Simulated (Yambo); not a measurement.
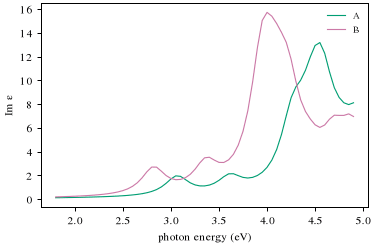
Fig. 1. Two computed absorption spectra of ScTaPb$_{2}$O$_{6}$ (space group Fm-3m, No. 225) (Yambo, LDA bands with the same scissor, field along x)

Which curve includes the electron-hole attraction (BSE)?

Curve B: the attraction moves weight to lower energy (centre of the plotted range 4.0 eV against 4.3 eV). Settings: 4×4×4 mesh, 9 valence and 3 conduction bands, static screening with 93 bands and a 3 Ry block, scissor 0.55 eV, Tamm-Dancoff. The scissor comes from a G0W0 run whose convergence isn't established. Broadening 0.15 eV. The band window holds all transitions up to 4.9 eV. On this mesh the peak heights and the fine structure are mesh artefacts; only the shift of weight is robust.

The standard potential for Pb keeps a d shell in the valence without the s and p states of that shell. In tests on such compounds this moved G0W0 gaps by up to about 0.9 eV, so absolute quasiparticle energies here are unreliable; differences between settings are what counts.

Spin-orbit coupling is not included.

Geometry of the Materials Project entry, not relaxed at this level; primitive cell a = b = c = 5.8057 Å, α = β = γ = 60.00°.

The structure is a Materials Project entry; no match was found in the copy of COD used, and its stability was not checked.
